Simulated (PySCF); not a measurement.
## Geometry relaxation, with input and output: C$_{4}$H$_{15}$BN$_{2}$O$_{2}$Si (part 2 of 2)

C$_{4}$H$_{15}$BN$_{2}$O$_{2}$Si, SMILES CN(C)[SiH2]N(C)CB(O)O; PBE0-D3(BJ)/def2-SVP geometry optimisation, gas phase (PySCF 2.14.0). It belongs to a series of runs on one base structure; here: H on C replaced by B(OH)2.

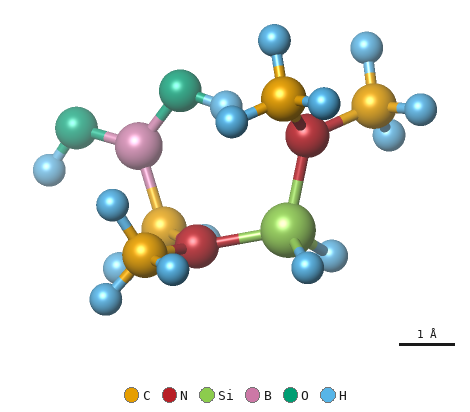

Figure 1. The geometry at step 11 of the log (ball-and-stick view, seen at a tilt).

Trajectory as extended XYZ, continued
```
25
Properties=species:S:1:pos:R:3:forces:R:3 step=8 energy=-19996.46632
C     1.9070   -0.4198    1.1862    0.0026   0.0054  -0.0189
N     1.4389    0.6338    0.3037   -0.0002  -0.0200  -0.0024
C     2.2473    1.8334    0.3708   -0.0317   0.0126   0.0095
Si    0.7252    0.1244   -1.2331   -0.0003  -0.0097   0.0013
N    -0.7882   -0.6658   -1.0125   -0.0269   0.0046   0.0503
C    -0.9111   -2.0838   -0.7847    0.0457   0.0007  -0.0191
C    -1.9640    0.1042   -0.6123   -0.0144  -0.0093  -0.0098
B    -2.1068    0.3772    0.9645   -0.0066  -0.0168   0.0058
O    -3.3192    0.3473    1.5942    0.0131  -0.0002  -0.0338
O    -1.0346    0.6981    1.7151    0.0604  -0.0103   0.0005
H     1.9165   -0.0730    2.2337    0.0036   0.0026   0.0059
H     1.2293   -1.2857    1.1409    0.0064  -0.0093  -0.0081
H     2.9285   -0.7668    0.9334    0.0022  -0.0020   0.0029
H     1.8449    2.6053   -0.3023    0.0014  -0.0035   0.0047
H     2.2409    2.2463    1.3947    0.0012   0.0011   0.0031
H     3.3050    1.6561    0.0915    0.0036   0.0003   0.0033
H     1.6232   -0.8353   -1.9494   -0.0090  -0.0122   0.0045
H     0.5226    1.3963   -1.9861    0.0102  -0.0015   0.0010
H    -0.0061   -2.6101   -1.1248    0.0008   0.0008   0.0021
H    -1.7669   -2.5027   -1.3469   -0.0046   0.0064   0.0020
H    -1.0661   -2.3385    0.2837   -0.0027   0.0055  -0.0015
H    -1.9231    1.0944   -1.1069   -0.0069   0.0055   0.0014
H    -2.8641   -0.3843   -1.0356   -0.0094   0.0136  -0.0086
H    -4.0288    0.0908    1.0007   -0.0078  -0.0007   0.0032
H    -0.1979    0.7622    1.2033   -0.0307   0.0363   0.0005
25
Properties=species:S:1:pos:R:3:forces:R:3 step=9 energy=-19996.46821
C     1.9315   -0.4158    1.1793    0.0039   0.0000   0.0008
N     1.4331    0.6320    0.3069    0.0366  -0.0112  -0.0178
C     2.2064    1.8539    0.3851   -0.0180   0.0114   0.0101
Si    0.7333    0.1068   -1.2310   -0.0087  -0.0029   0.0039
N    -0.7867   -0.6696   -1.0120   -0.0149  -0.0161   0.0003
C    -0.9196   -2.0881   -0.7942    0.0208   0.0064  -0.0032
C    -1.9564    0.1084   -0.6114    0.0233   0.0056  -0.0104
B    -2.0977    0.3693    0.9667   -0.0203  -0.0117  -0.0072
O    -3.3149    0.3503    1.5868    0.0078   0.0038   0.0143
O    -1.0228    0.6702    1.7226   -0.0330  -0.0158   0.0115
H     1.9237   -0.0824    2.2314    0.0032  -0.0015   0.0031
H     1.2845   -1.3043    1.1187    0.0069  -0.0041  -0.0042
H     2.9654   -0.7246    0.9274   -0.0008  -0.0028   0.0063
H     1.7831    2.6194   -0.2821    0.0000  -0.0027   0.0019
H     2.1866    2.2581    1.4124   -0.0017  -0.0009   0.0021
H     3.2694    1.7099    0.1065   -0.0009  -0.0006   0.0038
H     1.6301   -0.8756   -1.9172   -0.0070  -0.0011   0.0003
H     0.5518    1.3681   -2.0067    0.0058   0.0043   0.0044
H    -0.0209   -2.6191   -1.1433    0.0007   0.0006   0.0029
H    -1.7825   -2.4948   -1.3547   -0.0006  -0.0006   0.0011
H    -1.0711   -2.3488    0.2731   -0.0042   0.0007   0.0012
H    -1.9019    1.1036   -1.0951   -0.0041   0.0015  -0.0049
H    -2.8608   -0.3642   -1.0439   -0.0028   0.0075   0.0010
H    -4.0234    0.1047    0.9873    0.0049   0.0027   0.0043
H    -0.1874    0.7364    1.2096    0.0028   0.0275  -0.0254
25
Properties=species:S:1:pos:R:3:forces:R:3 step=10 energy=-19996.46794
C     1.9726   -0.4190    1.1673   -0.0005   0.0134   0.0035
N     1.4404    0.6263    0.3121    0.0222  -0.0087  -0.0295
C     2.1775    1.8695    0.4056   -0.0158  -0.0019   0.0069
Si    0.7420    0.0949   -1.2245   -0.0125   0.0136   0.0300
N    -0.7843   -0.6716   -1.0083   -0.0050   0.0072  -0.0171
C    -0.9209   -2.0899   -0.7939   -0.0154   0.0044   0.0248
C    -1.9552    0.1104   -0.6189   -0.0031   0.0098  -0.0180
B    -2.1159    0.3659    0.9586    0.0130  -0.0029  -0.0010
O    -3.3355    0.3541    1.5731   -0.0029  -0.0088  -0.0113
O    -1.0454    0.6587    1.7237    0.0519   0.0140  -0.0224
H     1.9546   -0.1047    2.2251    0.0012  -0.0029   0.0063
H     1.3565   -1.3281    1.0901    0.0017  -0.0022   0.0006
H     3.0168   -0.6895    0.9098   -0.0240   0.0035   0.0135
H     1.7294    2.6318   -0.2488    0.0005  -0.0029  -0.0003
H     2.1495    2.2575    1.4389   -0.0042   0.0011   0.0012
H     3.2436    1.7616    0.1222   -0.0011  -0.0015   0.0012
H     1.6333   -0.9034   -1.8937   -0.0029   0.0038  -0.0032
H     0.5768    1.3509   -2.0121   -0.0074   0.0070   0.0026
H    -0.0228   -2.6226   -1.1416    0.0002   0.0003   0.0011
H    -1.7844   -2.4928   -1.3561    0.0045  -0.0056  -0.0046
H    -1.0762   -2.3514    0.2728    0.0008  -0.0032  -0.0005
H    -1.8895    1.1077   -1.0976    0.0002  -0.0083   0.0044
H    -2.8574   -0.3534   -1.0657   -0.0005  -0.0040  -0.0020
H    -4.0435    0.1123    0.9718   -0.0081  -0.0011  -0.0063
H    -0.2094    0.7288    1.2120    0.0072  -0.0241   0.0201
25
Properties=species:S:1:pos:R:3:forces:R:3 step=11 energy=-19996.46906
C     1.9614   -0.4200    1.1719   -0.0071   0.0102   0.0058
N     1.4366    0.6253    0.3116    0.0374  -0.0186  -0.0215
C     2.1722    1.8686    0.4099   -0.0062   0.0026   0.0079
Si    0.7413    0.0976   -1.2276   -0.0074   0.0036   0.0157
N    -0.7829   -0.6731   -1.0137   -0.0055  -0.0043  -0.0282
C    -0.9194   -2.0907   -0.7942   -0.0003   0.0049   0.0158
C    -1.9527    0.1092   -0.6236   -0.0057   0.0138  -0.0010
B    -2.1040    0.3671    0.9544    0.0100   0.0005   0.0064
O    -3.3213    0.3552    1.5737   -0.0043  -0.0032  -0.0004
O    -1.0291    0.6598    1.7137   -0.0114   0.0006  -0.0038
H     1.9379   -0.1040    2.2292   -0.0035   0.0000   0.0006
H     1.3439   -1.3279    1.0927    0.0000  -0.0005  -0.0010
H     3.0058   -0.6937    0.9221   -0.0035   0.0032   0.0021
H     1.7273    2.6306   -0.2468    0.0009  -0.0002  -0.0009
H     2.1378    2.2561    1.4433   -0.0030   0.0018   0.0004
H     3.2399    1.7611    0.1325   -0.0011   0.0008   0.0024
H     1.6357   -0.8941   -1.9022   -0.0001   0.0013  -0.0010
H     0.5709    1.3569   -2.0091   -0.0037   0.0010   0.0046
H    -0.0200   -2.6240   -1.1374    0.0024  -0.0015   0.0001
H    -1.7808   -2.4970   -1.3574    0.0031  -0.0008  -0.0034
H    -1.0772   -2.3486    0.2730    0.0009   0.0003  -0.0007
H    -1.8892    1.1054   -1.1045    0.0007  -0.0032   0.0000
H    -2.8565   -0.3561   -1.0654    0.0019  -0.0036   0.0001
H    -4.0318    0.1143    0.9750   -0.0009   0.0003  -0.0031
H    -0.1932    0.7259    1.2008    0.0063  -0.0089   0.0031
25
Properties=species:S:1:pos:R:3:forces:R:3 step=12 energy=-19996.46934
C     1.9600   -0.4207    1.1746   -0.0034   0.0049   0.0047
N     1.4377    0.6237    0.3122    0.0269  -0.0154  -0.0151
C     2.1663    1.8703    0.4178   -0.0044   0.0013   0.0054
Si    0.7433    0.0994   -1.2284   -0.0047   0.0089   0.0118
N    -0.7808   -0.6726   -1.0186    0.0025  -0.0044  -0.0289
C    -0.9143   -2.0896   -0.7939   -0.0030   0.0010   0.0126
C    -1.9515    0.1090   -0.6300    0.0009   0.0072   0.0054
B    -2.1033    0.3643    0.9484   -0.0029  -0.0002  -0.0011
O    -3.3219    0.3518    1.5653   -0.0019   0.0020   0.0066
O    -1.0290    0.6536    1.7097   -0.0121  -0.0029  -0.0006
H     1.9286   -0.1058    2.2321   -0.0040  -0.0010   0.0002
H     1.3459   -1.3305    1.0905    0.0008  -0.0001  -0.0003
H     3.0067   -0.6910    0.9317    0.0018   0.0023   0.0006
H     1.7211    2.6315   -0.2396    0.0013   0.0009  -0.0010
H     2.1240    2.2551    1.4518   -0.0025   0.0020   0.0008
H     3.2359    1.7690    0.1459   -0.0001   0.0008   0.0030
H     1.6385   -0.8893   -1.9062    0.0012   0.0003   0.0005
H     0.5709    1.3612   -2.0054   -0.0012  -0.0003   0.0028
H    -0.0122   -2.6219   -1.1315    0.0013  -0.0008  -0.0008
H    -1.7723   -2.5008   -1.3585    0.0019  -0.0002  -0.0019
H    -1.0751   -2.3436    0.2739    0.0010   0.0004  -0.0007
H    -1.8881    1.1052   -1.1105    0.0011  -0.0014  -0.0005
H    -2.8546   -0.3570   -1.0724    0.0016  -0.0035   0.0006
H    -4.0318    0.1147    0.9642    0.0029   0.0001  -0.0019
H    -0.1914    0.7179    1.1991   -0.0050  -0.0019  -0.0019
25
Properties=species:S:1:pos:R:3:forces:R:3 step=13 energy=-19996.46945
C     1.9698   -0.4223    1.1812    0.0011  -0.0046   0.0016
N     1.4423    0.6179    0.3180   -0.0001  -0.0076   0.0014
C     2.1345    1.8820    0.4524    0.0014  -0.0003  -0.0018
Si    0.7549    0.1017   -1.2276    0.0026   0.0097   0.0072
N    -0.7704   -0.6733   -1.0338    0.0062   0.0021  -0.0236
C    -0.8999   -2.0884   -0.7946   -0.0003  -0.0065   0.0042
C    -1.9450    0.1070   -0.6542    0.0052  -0.0068   0.0130
B    -2.1072    0.3538    0.9244   -0.0172  -0.0006  -0.0109
O    -3.3306    0.3447    1.5322    0.0021   0.0105   0.0074
O    -1.0362    0.6295    1.6950   -0.0063  -0.0056   0.0079
H     1.9079   -0.1199    2.2411   -0.0050  -0.0015  -0.0004
H     1.3804   -1.3460    1.0741    0.0012   0.0007   0.0001
H     3.0273   -0.6656    0.9591    0.0100   0.0016  -0.0018
H     1.6810    2.6390   -0.2041    0.0019   0.0022  -0.0014
H     2.0627    2.2526    1.4900   -0.0020   0.0024   0.0007
H     3.2111    1.8131    0.1991    0.0011  -0.0005   0.0038
H     1.6541   -0.8818   -1.9069    0.0037  -0.0007   0.0020
H     0.5811    1.3686   -1.9957    0.0013  -0.0032  -0.0013
H     0.0089   -2.6201   -1.1153    0.0001  -0.0009  -0.0032
H    -1.7487   -2.5109   -1.3649   -0.0004   0.0020   0.0010
H    -1.0718   -2.3308    0.2741    0.0022   0.0007  -0.0010
H    -1.8774    1.1041   -1.1315   -0.0006   0.0038  -0.0012
H    -2.8445   -0.3583   -1.1049    0.0026  -0.0034   0.0006
H    -4.0378    0.1193    0.9234    0.0044  -0.0017  -0.0013
H    -0.1940    0.6875    1.1912   -0.0152   0.0081  -0.0032
25
Properties=species:S:1:pos:R:3:forces:R:3 step=14 energy=-19996.46953
C     1.9754   -0.4226    1.1857    0.0028  -0.0064  -0.0011
N     1.4440    0.6160    0.3233   -0.0121   0.0000   0.0109
C     2.1194    1.8875    0.4710    0.0036   0.0000  -0.0042
Si    0.7621    0.1033   -1.2253    0.0023   0.0070   0.0064
N    -0.7636   -0.6740   -1.0409    0.0029   0.0038  -0.0127
C    -0.8905   -2.0886   -0.7968   -0.0005  -0.0056   0.0003
C    -1.9414    0.1044   -0.6666    0.0087  -0.0123   0.0098
B    -2.1136    0.3492    0.9114   -0.0131  -0.0010  -0.0127
O    -3.3405    0.3432    1.5115    0.0016   0.0102   0.0015
O    -1.0468    0.6207    1.6894    0.0029  -0.0041   0.0080
H     1.8983   -0.1280    2.2468   -0.0036  -0.0012   0.0000
H     1.3995   -1.3534    1.0667    0.0012   0.0004  -0.0005
H     3.0383   -0.6508    0.9731    0.0073   0.0015   0.0001
H     1.6633    2.6426   -0.1859    0.0015   0.0010  -0.0010
H     2.0332    2.2519    1.5098   -0.0018   0.0021   0.0005
H     3.1991    1.8328    0.2276    0.0010  -0.0008   0.0039
H     1.6649   -0.8779   -1.9029    0.0030  -0.0007   0.0014
H     0.5883    1.3717   -1.9907    0.0025  -0.0023  -0.0024
H     0.0211   -2.6193   -1.1116   -0.0008   0.0003  -0.0035
H    -1.7355   -2.5154   -1.3694   -0.0013   0.0018   0.0022
H    -1.0664   -2.3273    0.2721    0.0022   0.0000  -0.0005
H    -1.8722    1.1021   -1.1424   -0.0027   0.0042  -0.0013
H    -2.8377   -0.3618   -1.1227    0.0015  -0.0023   0.0004
H    -4.0445    0.1208    0.8979    0.0023  -0.0020  -0.0008
H    -0.2016    0.6764    1.1908   -0.0114   0.0065  -0.0048
```

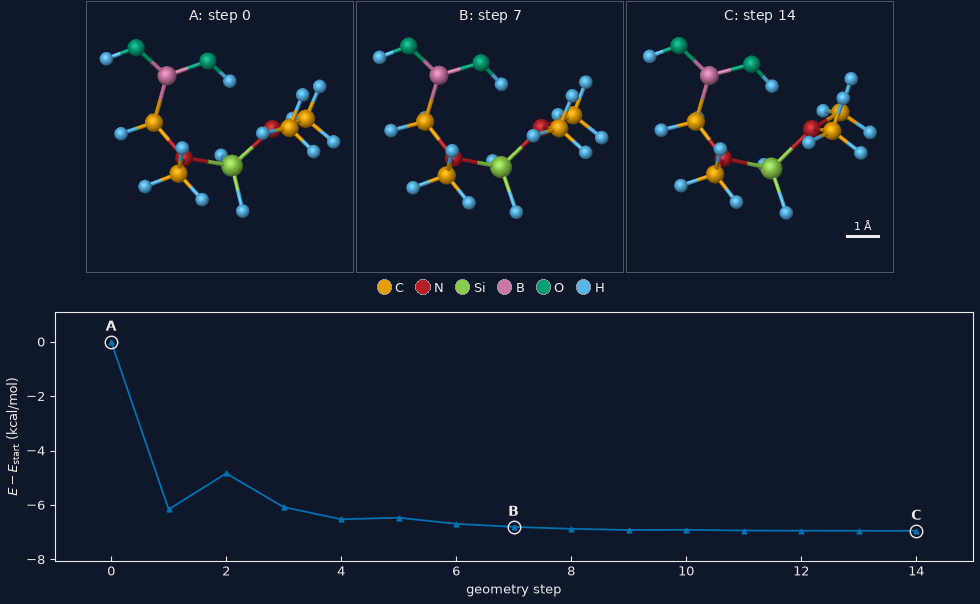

Figure 2. Frames of the relaxation (ball-and-stick view, seen at a tilt) above the curves, on which the letters mark them (steps are counted from 0).

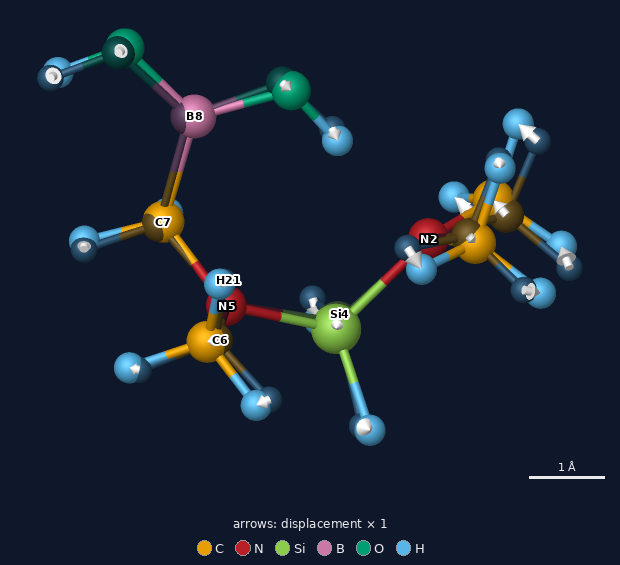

Figure 3. Start (faint) and end (solid) with the displacements as white arrows, at true length (ball-and-stick view, seen at a tilt). The two geometries are laid on each other by the best rigid fit. After 14 geometry steps the energy has fallen by 6.95 kcal/mol. The largest force component goes from 2.2 to 0.013 eV/Å. The atom that moves furthest after the best rigid fit is H14 (0.37 Å). By element the largest moves are H 0.37 Å, C 0.26 Å, O 0.20 Å, Si 0.14 Å, B 0.08 Å, N 0.05 Å. Among the contacts that change: C1–H13 1.043 → 1.108 Å, Si4–H17 1.447 → 1.496 Å, N2–Si4 1.725 → 1.768 Å, C7–H22 1.082 → 1.107 Å. Among the angles that change: N2–Si4–H17 115.3° → 110.7°, N5–Si4–H18 105.6° → 109.6°, H11–C1–H13 110.9° → 107.8°. (Atoms are counted from 1 in the order of the input.)

Results in brief

- outcome: converged
- total energy: −734.856707 hartree
- dipole moment: 2.48 D
- point group: C1
- wall time: 7.4 min
- peak memory: 1.4 GiB
